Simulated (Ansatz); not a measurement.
Three curves of one kind of scan: energy against volume (even scaling of the relaxed cell, symmetry kept). Level of theory: PBE (plane waves to 420 eV, PAW, scalar-relativistic; Ansatz, an electronic-structure program). Each is measured from its own zero (the relaxed starting cell). 

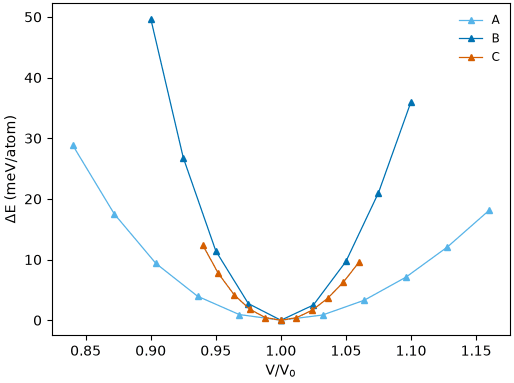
Fig. 1. Curves A, B and C.

### Question
Which curve belongs to the crystal with a fitted bulk modulus of 38.7 GPa and a relaxed volume of 24.91 Å³/atom?

### Answer
Curve C, AgBr (rock salt): near the minimum ΔE ≈ ½·B₀·V₀·(V/V₀ − 1)², with B₀·V₀ = 6.0 eV/atom.

All were relaxed with their symmetry unable to fall.

(A scan under strain: stresses follow from slopes of the energy per volume, elastic moduli from its curvatures.)
